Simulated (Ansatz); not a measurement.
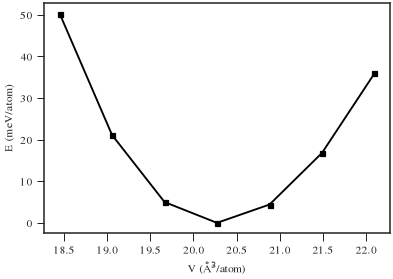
Fig. 1. CdS (rock salt, Fm-3m) under volume change, the program Ansatz at the r²SCAN level (PAW), scaled uniformly.

Problem. What does a third-order Birch–Murnaghan fit give for V₀, B₀ and B′?

Solution. V₀ = 20.27 Å³/atom, B₀ = 82.3 GPa, B′ = 4.6.

This is a known high-pressure phase of the composition, computed here at zero pressure and temperature. Symmetry was held in the r²SCAN relaxation; phonons on a q-mesh show no instability.

Potentials: the later of the program's two PAW sets.
